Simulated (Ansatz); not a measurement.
**C2H4FGa: one molecule under many settings**

Aim: run C2H4FGa under a spread of inputs, and see what each costs and gives.

Program: Ansatz 0.2.0, Gaussian basis. Level of theory: the settings change from run to run. These are calculated values, not measurements.

## 1. The molecule

An earlier PBE0-D4 in a triple-zeta def2 set relaxation fixed the geometry.

SMILES `C=[CH][GaH][F]`, 8 atoms, charge 0, spin multiplicity 1.

Atoms are counted from 1 here; the program's logs count them from 0.

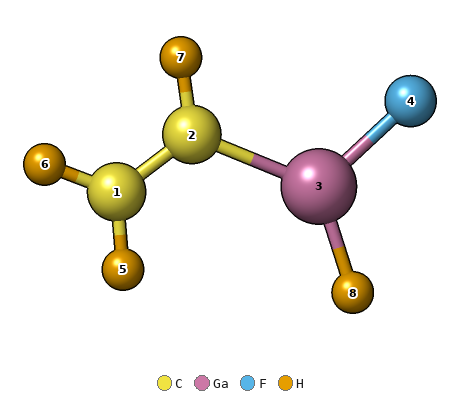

The geometry (carbon yellow, gallium pink, fluorine blue, hydrogen amber); atoms are numbered from 1 in the order of the file.

## 2. wB97X-V/def2-mTZVPP

This run has multiplicity 3, relativity set to scalar.

Contents of in.yaml:

```yaml
crystal:
  periodic: [false, false, false]
  atoms:
    - {symbol: C, position_ang: [-0.837090, 1.175416, 0.060894]}
    - {symbol: C, position_ang: [0.342633, 0.569538, -0.065008]}
    - {symbol: Ga, position_ang: [0.481684, -1.360205, -0.007647]}
    - {symbol: F, position_ang: [2.110504, -2.006062, -0.199573]}
    - {symbol: H, position_ang: [-1.762069, 0.620546, 0.200088]}
    - {symbol: H, position_ang: [-0.941088, 2.257840, 0.031592]}
    - {symbol: H, position_ang: [1.232285, 1.179647, -0.202309]}
    - {symbol: H, position_ang: [-0.626870, -2.436730, 0.181962]}
basis:
  gaussian: {orbitals: def2-mTZVPP}
magnetization: {spin_polarized: true, initial_magnetization: 2}
hamiltonian: {xc: {name: wB97X-V}, pseudopotentials: {relativity: scalar}}
output: {forces: true}
```

On the command line:

```
> ansatz run in.yaml --threads 2 --pin off --events-out ev --progress --plain --max-ram 32768MiB --backend cpu
```

The log of the run, shortened:

```text
Functional definition: wB97X-V
  name "wB97X-V"
  cite "Mardirossian & Head-Gordon, Phys. Chem. Chem. Phys. 16, 9904 (2014) doi:10.1039/C3CP54374A"
  cite "Becke, J. Chem. Phys. 107, 8554 (1997) doi:10.1063/1.475007"
  cite "Vydrov & Van Voorhis, J. Chem. Phys. 133, 244103 (2010) doi:10.1063/1.3521275"
[...]
      + integral(e_c_pw_opposite_spin*poly(b97_u_opposite, cos0, cos1)) + vv10(b, c)
1085 factors; integrals over basis functions are off by at most 9.8e-4 eV
256 factors; integrals over basis functions are off by at most 7.1e-6 eV
[...]
mean field -57638.68821061 eV, -2118.1827228338 hartree, gradient 1.7e-5 eV, S^2 2.004692; 2 other end points of the search recorded, 0 dependent functions left out
[...]
reference -57638.68820981 eV, -2118.1827228044 hartree; 29, 27 occupied and 89, 91 virtual orbitals, 1085 factors
Total energy: -57638.68820981 eV, -2118.1827228044 hartree
Relativity: scalar
Atom 0 at    -0.837090     1.175416     0.060894 Å, force    -8.264391     4.733116     0.864775 eV/Å
Atom 1 at     0.342633     0.569538    -0.065008 Å, force     7.942553    -4.997747    -0.814128 eV/Å
Atom 2 at     0.481684    -1.360205    -0.007647 Å, force     0.045397     0.107118    -0.008092 eV/Å
Atom 3 at     2.110504    -2.006062    -0.199573 Å, force     0.161352    -0.040673    -0.018351 eV/Å
Atom 4 at    -1.762069     0.620546     0.200088 Å, force    -0.015628     0.089201    -0.001788 eV/Å
Atom 5 at    -0.941088     2.257840     0.031592 Å, force    -0.098288    -0.040717     0.014962 eV/Å
Atom 6 at     1.232285     1.179647    -0.202309 Å, force     0.073511    -0.095934    -0.006440 eV/Å
Atom 7 at    -0.626870    -2.436730     0.181962 Å, force     0.155494     0.245636    -0.030938 eV/Å
Dipole moment:    -0.505493     0.489642     0.047804 e Å
```

Wall time 22 s (2 threads, shared host); peak memory 0.51 GiB.

Largest force 9.563 eV/Å, dipole 3.39 D, ⟨S²⟩ 2.005.

## 3. CCSD/STO-3G

Options: atoms shaken by 0.03 Å, a point charge of 2.00 e beside it.

Contents of in.yaml:

```yaml
crystal:
  periodic: [false, false, false]
  atoms:
    - {symbol: C, position_ang: [-0.823660, 1.162997, 0.081069]}
    - {symbol: C, position_ang: [0.375007, 0.570417, -0.011432]}
    - {symbol: Ga, position_ang: [0.452870, -1.411329, 0.034924]}
    - {symbol: F, position_ang: [2.080156, -2.013470, -0.197131]}
    - {symbol: H, position_ang: [-1.763633, 0.618883, 0.229130]}
    - {symbol: H, position_ang: [-0.964783, 2.263547, 0.024435]}
    - {symbol: H, position_ang: [1.209452, 1.147312, -0.209354]}
    - {symbol: H, position_ang: [-0.641548, -2.407281, 0.177752]}
basis:
  gaussian: {orbitals: STO-3G, point_charges: [{charge: 2.00, position_ang: [5.071, 0.558, 0.128]}]}
hamiltonian: {xc: {name: HF}}
correlation: {method: ccsd}
```

The command is unchanged.

The log of the run, shortened:

```text
Functional definition: HF
  name "HF"
  cite "Fock, Z. Phys. 61, 126 (1930) doi:10.1007/BF01340294"
  parent pbe
[...]
444 factors; integrals over basis functions are off by at most 1.0e-4 eV
[...]
mean field -56491.40355748 eV, -2076.0207894888 hartree, gradient 2.9e-6 eV, S^2 0.000000; 0 other end points of the search recorded, 0 dependent functions left out; unrestricted orbitals would lower it
12 core orbitals not correlated: weight in the atoms' cores, before any rotation towards them, 1.000 or more for the frozen orbitals, at most 0.000 for the correlated occupied ones
reference -56491.40355748 eV, -2076.0207894888 hartree; 16, 16 occupied and 9, 9 virtual orbitals, 444 factors
second order -5.01489412 eV of doubles, -0.00000000 eV of singles
cycle   1  -5.56646391 eV  change   -5.5e-1 eV  update   1.3e-1
[...]
cycle  52  -6.34771498 eV  change    1.7e-6 eV  update   2.9e-6
WARN: the results are in doubt because among natural orbitals full CI differs from the method by -0.241 eV
Total energy: -56497.75127246 eV, -2076.2540637116 hartree
In doubt: among natural orbitals full CI differs from the method by -0.241 eV
```

It took 2.8 s on 2 threads, shared host.

T1 0.132 (high: a single determinant is a poor start). The log holds a warning on this run.

## 4. PBE/aug-cc-pVTZ

This run has a grid of angular degree 11, D3(BJ) with three-body dispersion.

Contents of in.yaml:

```yaml
crystal:
  periodic: [false, false, false]
  atoms:
    - {symbol: C, position_ang: [-0.837090, 1.175416, 0.060894]}
    - {symbol: C, position_ang: [0.342633, 0.569538, -0.065008]}
    - {symbol: Ga, position_ang: [0.481684, -1.360205, -0.007647]}
    - {symbol: F, position_ang: [2.110504, -2.006062, -0.199573]}
    - {symbol: H, position_ang: [-1.762069, 0.620546, 0.200088]}
    - {symbol: H, position_ang: [-0.941088, 2.257840, 0.031592]}
    - {symbol: H, position_ang: [1.232285, 1.179647, -0.202309]}
    - {symbol: H, position_ang: [-0.626870, -2.436730, 0.181962]}
basis:
  gaussian: {orbitals: aug-cc-pVTZ, final_grid: {core_spheres: 5, valence_spheres: 4, degree: 11}}
hamiltonian: {xc: {name: PBE}, dispersion: d3bjatm}
```

The command is unchanged.

The log of the run:

```text
Functional definition: PBE
  name "PBE"
  cite "Perdew, Burke & Ernzerhof, Phys. Rev. Lett. 77, 3865 (1996) doi:10.1103/PhysRevLett.77.3865"
  parent pbe
  parameter kappa = 0.804
  parameter beta = 0.06672455060314922
  exchange = pbe_x(kappa = kappa, mu = beta*pi^2/3)
  correlation = pbe_c(beta = beta)
1293 factors; their error is unknown
mean field evaluation 1: about -57209.7970 eV, gradient 8.3e1 eV
mean field evaluation 2: about -57154.0139 eV, gradient 1.7e2 eV
mean field evaluation 4: about -57223.0789 eV, gradient 1.9e1 eV
mean field evaluation 8: about -57223.8129 eV, gradient 1.2e-1 eV
mean field -57223.79890605 eV, -2102.9358221131 hartree, gradient 1.6e-5 eV, S^2 0.000000; 0 other end points of the search recorded, 0 dependent functions left out
reference -57223.79899072 eV, -2102.9358252250 hartree; 28, 28 occupied and 261, 261 virtual orbitals, 1293 factors
Total energy: -57223.92648087 eV, -2102.9405104014 hartree
```

It took 8.5 s on 2 threads, shared host; peak memory 0.84 GiB.

## 5. RPBE/def2-mTZVPP

Options: charge +1, multiplicity 2, D3(BJ) dispersion, high accuracy.

Changes to in.yaml since step 4:

```diff
@@ -12,3 +12,7 @@
 basis:
-  gaussian: {orbitals: aug-cc-pVTZ, final_grid: {core_spheres: 5, valence_spheres: 4, degree: 11}}
-hamiltonian: {xc: {name: PBE}, dispersion: d3bjatm}
+  gaussian: {orbitals: def2-mTZVPP}
+total_charge: 1
+magnetization: {spin_polarized: true, initial_magnetization: 1}
+hamiltonian: {xc: {name: RPBE}, dispersion: d3bj}
+accuracy: high
+output: {forces: true}
```

Launched as before.

The log of the run, shortened:

```text
Functional definition: RPBE
  name "RPBE"
  cite "Hammer, Hansen & Nørskov, Phys. Rev. B 59, 7413 (1999) doi:10.1103/PhysRevB.59.7413"
  cite "Perdew, Burke & Ernzerhof, Phys. Rev. Lett. 77, 3865 (1996) doi:10.1103/PhysRevLett.77.3865"
[...]
2433 factors; integrals over basis functions are off by at most 1.8e-8 eV
[...]
mean field -57223.67011074 eV, -2102.9310889730 hartree, gradient 2.1e-8 eV, S^2 0.754435; 6 other end points of the search recorded, 0 dependent functions left out
[...]
reference -57223.67011453 eV, -2102.9310891123 hartree; 28, 27 occupied and 90, 91 virtual orbitals, 2433 factors
Total energy: -57224.49704731 eV, -2102.9614783316 hartree
Atom 0 at    -0.837090     1.175416     0.060894 Å, force     0.244259    -1.481350     0.159929 eV/Å
Atom 1 at     0.342633     0.569538    -0.065008 Å, force    -1.254254     2.332234    -0.178828 eV/Å
Atom 2 at     0.481684    -1.360205    -0.007647 Å, force     0.695802    -1.015616    -0.321234 eV/Å
Atom 3 at     2.110504    -2.006062    -0.199573 Å, force     0.177718     0.057035    -0.001633 eV/Å
Atom 4 at    -1.762069     0.620546     0.200088 Å, force    -0.466556     0.059114     0.333509 eV/Å
Atom 5 at    -0.941088     2.257840     0.031592 Å, force     0.033398     0.590964    -0.382559 eV/Å
Atom 6 at     1.232285     1.179647    -0.202309 Å, force     1.063922    -0.449010     0.260390 eV/Å
Atom 7 at    -0.626870    -2.436730     0.181962 Å, force    -0.494289    -0.093371     0.130426 eV/Å
Dipole moment:    -0.788263     0.689531     0.085885 e Å
```

Wall time 28 s (2 threads, shared host); peak memory 0.47 GiB.

Largest force 2.654 eV/Å, ⟨S²⟩ 0.754.

## 6. HSE06/cc-pVDZ

This run has unrestricted orbitals.

Changes to in.yaml since step 5:

```diff
@@ -12,7 +12,4 @@
 basis:
-  gaussian: {orbitals: def2-mTZVPP}
-total_charge: 1
-magnetization: {spin_polarized: true, initial_magnetization: 1}
-hamiltonian: {xc: {name: RPBE}, dispersion: d3bj}
-accuracy: high
-output: {forces: true}
+  gaussian: {orbitals: cc-pVDZ}
+magnetization: {spin_polarized: true, initial_magnetization: 0}
+hamiltonian: {xc: {name: HSE06}}
```

Launched as before.

The log of the run, shortened:

```text
Functional definition: HSE06
  name "HSE06"
  cite "Heyd, Scuseria & Ernzerhof, J. Chem. Phys. 118, 8207 (2003) doi:10.1063/1.1564060"
  cite "Krukau, Vydrov, Izmaylov & Scuseria, J. Chem. Phys. 125, 224106 (2006) doi:10.1063/1.2404663"
  cite "Heyd & Scuseria, J. Chem. Phys. 120, 7274 (2004) doi:10.1063/1.1668634"
  cite "Ernzerhof & Perdew, J. Chem. Phys. 109, 3313 (1998) doi:10.1063/1.476928"
  cite "Perdew, Burke & Ernzerhof, Phys. Rev. Lett. 77, 3865 (1996) doi:10.1103/PhysRevLett.77.3865"
  parent pbe
[...]
  # The whole range is PBE's own exchange, as in plane waves. The composition of these papers is wPBEh.
[...]
889 factors; integrals over basis functions are off by at most 1.2e-3 eV
78 factors; integrals over basis functions are off by at most 4.0e-7 eV
[...]
mean field -57221.16121730 eV, -2102.8388888397 hartree, gradient 7.4e-5 eV, S^2 0.000000; 0 other end points of the search recorded, 0 dependent functions left out
reference -57221.16125743 eV, -2102.8388903143 hartree; 28, 28 occupied and 61, 61 virtual orbitals, 889 factors
Total energy: -57221.16125743 eV, -2102.8388903143 hartree
```

It took 4.7 s on 2 threads, shared host.

⟨S²⟩ 0.000.

## 7. SVWN5/ANO-RCC-VTZP

This run has charge +1, multiplicity 2, atoms shaken by 0.03 Å.

Contents of in.yaml:

```yaml
crystal:
  periodic: [false, false, false]
  atoms:
    - {symbol: C, position_ang: [-0.888619, 1.197572, 0.066365]}
    - {symbol: C, position_ang: [0.355173, 0.569999, -0.092734]}
    - {symbol: Ga, position_ang: [0.471080, -1.369696, 0.025097]}
    - {symbol: F, position_ang: [2.075829, -1.997121, -0.175782]}
    - {symbol: H, position_ang: [-1.756567, 0.579956, 0.190694]}
    - {symbol: H, position_ang: [-0.918292, 2.263769, 0.020467]}
    - {symbol: H, position_ang: [1.198626, 1.130293, -0.196444]}
    - {symbol: H, position_ang: [-0.602647, -2.455095, 0.179956]}
basis:
  gaussian: {orbitals: ANO-RCC-VTZP}
total_charge: 1
magnetization: {spin_polarized: true, initial_magnetization: 1}
hamiltonian: {xc: {name: SVWN5}}
output: {forces: true}
```

Same command.

The log of the run, shortened:

```text
Functional definition: SVWN5
  name "SVWN5"
  cite "Dirac, Proc. Camb. Phil. Soc. 26, 376 (1930) doi:10.1017/S0305004100016108"
  cite "Slater, Phys. Rev. 81, 385 (1951) doi:10.1103/PhysRev.81.385"
  cite "Vosko, Wilk & Nusair, Can. J. Phys. 58, 1200 (1980) doi:10.1139/p80-159"
[...]
1311 factors; their error is unknown
[...]
mean field -57624.17689849 eV, -2117.6494419496 hartree, gradient 1.3e-5 eV, S^2 0.752528; 6 other end points of the search recorded, 0 dependent functions left out
[...]
reference -57624.17696499 eV, -2117.6494443934 hartree; 28, 27 occupied and 161, 162 virtual orbitals, 1311 factors
Total energy: -57624.17696499 eV, -2117.6494443934 hartree
Relativity: scalar
Atom 0 at    -0.888619     1.197572     0.066365 Å, force     3.466540    -2.917017    -0.810141 eV/Å
Atom 1 at     0.355173     0.569999    -0.092734 Å, force    -5.654780     0.441340     1.372904 eV/Å
Atom 2 at     0.471080    -1.369696     0.025097 Å, force     1.074546    -0.260233     0.237248 eV/Å
Atom 3 at     2.075829    -1.997121    -0.175782 Å, force    -0.389994     0.272497     0.039732 eV/Å
Atom 4 at    -1.756567     0.579956     0.190694 Å, force    -1.047681    -0.017556    -0.266970 eV/Å
Atom 5 at    -0.918292     2.263769     0.020467 Å, force    -0.172344     1.218165     0.614475 eV/Å
Atom 6 at     1.198626     1.130293    -0.196444 Å, force     3.118800     1.326583    -1.143109 eV/Å
Atom 7 at    -0.602647    -2.455095     0.179956 Å, force    -0.395087    -0.063779    -0.044140 eV/Å
Dipole moment:    -0.849558     0.768081     0.074200 e Å
```

It took 24 s on 2 threads, shared host; peak memory 0.73 GiB.

Largest force 5.836 eV/Å, ⟨S²⟩ 0.753.

## 8. B97/cc-pVTZ-DK

Set apart from the defaults: charge -1, multiplicity 2, restricted open-shell orbitals, atoms shaken by 0.03 Å.

Contents of in.yaml:

```yaml
crystal:
  periodic: [false, false, false]
  atoms:
    - {symbol: C, position_ang: [-0.842111, 1.160293, 0.073228]}
    - {symbol: C, position_ang: [0.317849, 0.626780, -0.078186]}
    - {symbol: Ga, position_ang: [0.572880, -1.346738, 0.014723]}
    - {symbol: F, position_ang: [2.108614, -1.995099, -0.204596]}
    - {symbol: H, position_ang: [-1.767539, 0.614889, 0.195834]}
    - {symbol: H, position_ang: [-0.951708, 2.274884, 0.026797]}
    - {symbol: H, position_ang: [1.279105, 1.191671, -0.175712]}
    - {symbol: H, position_ang: [-0.627778, -2.414384, 0.207582]}
basis:
  gaussian: {orbitals: cc-pVTZ-DK}
total_charge: -1
magnetization: {spin_polarized: false, initial_magnetization: 1}
hamiltonian: {xc: {name: B97}}
output: {forces: true}
```

The command is unchanged.

The log of the run, shortened:

```text
Functional definition: B97
  name "B97"
  cite "Becke, J. Chem. Phys. 107, 8554 (1997) doi:10.1063/1.475007"
[...]
      + integral(e_c_pw_opposite_spin*poly(b97_u_opposite, cos0, cos1, cos2))
1120 factors; their error is unknown
[...]
mean field -57751.97143640 eV, -2122.3458045955 hartree, gradient 1.9e-5 eV, S^2 0.750000; 2 other end points of the search recorded, 0 dependent functions left out
[...]
reference -57751.97147528 eV, -2122.3458060244 hartree; 29, 28 occupied and 160, 161 virtual orbitals, 1120 factors
Total energy: -57751.97147528 eV, -2122.3458060244 hartree
Relativity: scalar
Atom 0 at    -0.842111     1.160293     0.073228 Å, force    -3.287412     3.675900     0.166131 eV/Å
Atom 1 at     0.317849     0.626780    -0.078186 Å, force     4.522352    -3.241960    -0.358546 eV/Å
Atom 2 at     0.572880    -1.346738     0.014723 Å, force    -3.848527     1.794298     0.795572 eV/Å
Atom 3 at     2.108614    -1.995099    -0.204596 Å, force     3.553571    -1.531492    -0.604178 eV/Å
Atom 4 at    -1.767539     0.614889     0.195834 Å, force    -0.132503    -0.187495     0.009865 eV/Å
Atom 5 at    -0.951708     2.274884     0.026797 Å, force    -0.195829    -0.695424     0.163171 eV/Å
Atom 6 at     1.279105     1.191671    -0.175712 Å, force    -1.002115    -0.052168    -0.008007 eV/Å
Atom 7 at    -0.627778    -2.414384     0.207582 Å, force     0.390462     0.238342    -0.164008 eV/Å
Dipole moment:     0.060006     0.130015    -0.067561 e Å
```

Wall time 29 s (2 threads, shared host); peak memory 0.79 GiB.

Largest force 5.576 eV/Å.

## 9. B3LYP/def2-TZVPD

Options: atoms shaken by 0.15 Å, density fitting with def2-universal-jkfit, D4 dispersion, high accuracy.

Contents of in.yaml:

```yaml
crystal:
  periodic: [false, false, false]
  atoms:
    - {symbol: C, position_ang: [-0.861266, 1.133775, 0.043552]}
    - {symbol: C, position_ang: [0.418912, 0.302630, -0.176794]}
    - {symbol: Ga, position_ang: [0.446577, -1.224168, 0.425140]}
    - {symbol: F, position_ang: [2.013205, -2.019717, -0.195623]}
    - {symbol: H, position_ang: [-2.043022, 0.336432, 0.630033]}
    - {symbol: H, position_ang: [-0.911125, 2.328997, 0.172878]}
    - {symbol: H, position_ang: [1.434632, 0.945754, -0.169264]}
    - {symbol: H, position_ang: [-0.547200, -2.571305, 0.268481]}
basis:
  gaussian: {orbitals: def2-TZVPD, fitting: {mean_field: def2-universal-jkfit}}
hamiltonian: {xc: {name: B3LYP}, dispersion: d4}
accuracy: high
output: {forces: true}
```

Launched as before.

The log of the run, shortened:

```text
Functional definition: B3LYP
  name "B3LYP"
  cite "Stephens, Devlin, Chabalowski & Frisch, J. Phys. Chem. 98, 11623 (1994) doi:10.1021/j100096a001"
  cite "Becke, Phys. Rev. A 38, 3098 (1988) doi:10.1103/PhysRevA.38.3098"
  cite "Lee, Yang & Parr, Phys. Rev. B 37, 785 (1988) doi:10.1103/PhysRevB.37.785"
  cite "Vosko, Wilk & Nusair, Can. J. Phys. 58, 1200 (1980) doi:10.1139/p80-159"
[...]
565 factors; integrals over basis functions are off by at most 1.6e0 eV
[...]
mean field -57233.00714087 eV, -2103.2742185013 hartree, gradient 4.8e-8 eV, S^2 0.000000; 0 other end points of the search recorded, 0 dependent functions left out
[...]
reference -57233.00718531 eV, -2103.2742201347 hartree; 28, 28 occupied and 176, 176 virtual orbitals, 565 factors
Total energy: -57233.25793099 eV, -2103.2834348682 hartree
Atom 0 at    -0.861266     1.133775     0.043552 Å, force     2.065709    -3.076957     1.982973 eV/Å
Atom 1 at     0.418912     0.302630    -0.176794 Å, force    -3.178014    13.985093    -0.804079 eV/Å
Atom 2 at     0.446577    -1.224168     0.425140 Å, force     0.198998   -11.022138     0.512802 eV/Å
Atom 3 at     2.013205    -2.019717    -0.195623 Å, force    -0.530728     0.499437     0.897061 eV/Å
Atom 4 at    -2.043022     0.336432     0.630033 Å, force     3.471780     2.610496    -2.151816 eV/Å
Atom 5 at    -0.911125     2.328997     0.172878 Å, force    -0.040118    -2.977951    -0.694382 eV/Å
Atom 6 at     1.434632     0.945754    -0.169264 Å, force    -2.511482    -1.221454    -0.651861 eV/Å
Atom 7 at    -0.547200    -2.571305     0.268481 Å, force     0.523856     1.203475     0.909303 eV/Å
Dipole moment:    -0.567894     0.808903     0.455279 e Å
```

Run time: 8.5 s. Hardware: 2 threads, shared host.

Largest force 14.364 eV/Å, dipole 5.23 D.

## 10. PBE-QIDH/ANO-RCC-VTZP

Options: high accuracy.

Contents of in.yaml:

```yaml
crystal:
  periodic: [false, false, false]
  atoms:
    - {symbol: C, position_ang: [-0.837090, 1.175416, 0.060894]}
    - {symbol: C, position_ang: [0.342633, 0.569538, -0.065008]}
    - {symbol: Ga, position_ang: [0.481684, -1.360205, -0.007647]}
    - {symbol: F, position_ang: [2.110504, -2.006062, -0.199573]}
    - {symbol: H, position_ang: [-1.762069, 0.620546, 0.200088]}
    - {symbol: H, position_ang: [-0.941088, 2.257840, 0.031592]}
    - {symbol: H, position_ang: [1.232285, 1.179647, -0.202309]}
    - {symbol: H, position_ang: [-0.626870, -2.436730, 0.181962]}
basis:
  gaussian: {orbitals: ANO-RCC-VTZP}
hamiltonian: {xc: {name: PBE-QIDH}}
accuracy: high
```

Launched as before.

The log of the run, shortened:

```text
Functional definition: PBE-QIDH
  name "PBE-QIDH"
  cite "Brémond, Sancho-García, Pérez-Jiménez & Adamo, J. Chem. Phys. 141, 031101 (2014) doi:10.1063/1.4890314"
  cite "Perdew, Burke & Ernzerhof, Phys. Rev. Lett. 77, 3865 (1996) doi:10.1103/PhysRevLett.77.3865"
[...]
3567 factors; integrals over basis functions are off by at most 4.2e-9 eV
[...]
mean field -57726.18224537 eV, -2121.3980693058 hartree, gradient 3.9e-8 eV, S^2 0.000000; 0 other end points of the search recorded, 0 dependent functions left out
12 core orbitals not correlated: weight in the atoms' cores, before any rotation towards them, 1.000 or more for the frozen orbitals, at most 0.000 for the correlated occupied ones
reference -57726.18224738 eV, -2121.3980693795 hartree; 16, 16 occupied and 161, 161 virtual orbitals, 3567 factors
second order -32.10413658 eV of doubles, -0.00000000 eV of singles
Total energy: -57736.88362624 eV, -2121.7913377989 hartree
Relativity: scalar
```

Run time: 1.9 min. Hardware: 2 threads, shared host; peak memory 1.2 GiB.

## 11. All runs side by side

```csv
level,charge,multiplicity,geometry,functions,energy (eV),time
wB97X-V/def2-mTZVPP,0,3,relaxed,118,-57638.688,22 s
CCSD/STO-3G,0,1,"shaken, point charge",37,-56497.751,2.8 s
PBE/aug-cc-pVTZ,0,1,relaxed,289,-57223.926,8.5 s
RPBE/def2-mTZVPP,1,2,relaxed,118,-57224.497,28 s
HSE06/cc-pVDZ,0,1,relaxed,89,-57221.161,4.7 s
SVWN5/ANO-RCC-VTZP,1,2,shaken,189,-57624.177,24 s
B97/cc-pVTZ-DK,-1,2,shaken,189,-57751.971,29 s
B3LYP/def2-TZVPD,0,1,shaken,204,-57233.258,8.5 s
PBE-QIDH/ANO-RCC-VTZP,0,1,relaxed,189,-57736.884,1.9 min
```

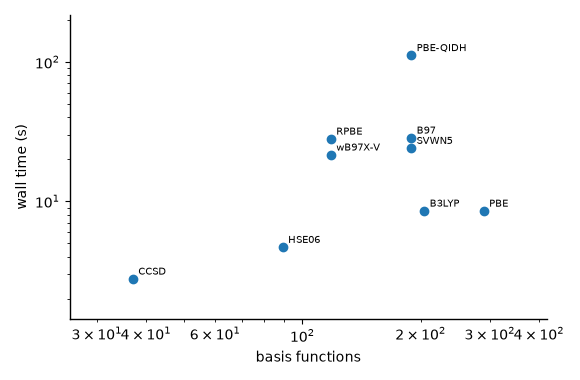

Wall time against the number of basis functions (shared host).

## 12. What came out

| quantity | value |
| --- | --- |
| runs | 9 |
| quickest | CCSD/STO-3G, 2.8 s |
| slowest | PBE-QIDH/ANO-RCC-VTZP, 1.9 min |
| spread of total energies, same state and geometry | 515.7 eV |

**Reading.** PBE-QIDH/ANO-RCC-VTZP took 40 times as long as CCSD/STO-3G. The jobs differ in tasks and options as well as level. The totals spread over 516 eV; they can't be compared across methods or bases. Some of these runs are scalar-relativistic and others not, which shifts the totals of all-electron atoms past neon by eV; core potentials, where a basis has them, take the core out of the total altogether.
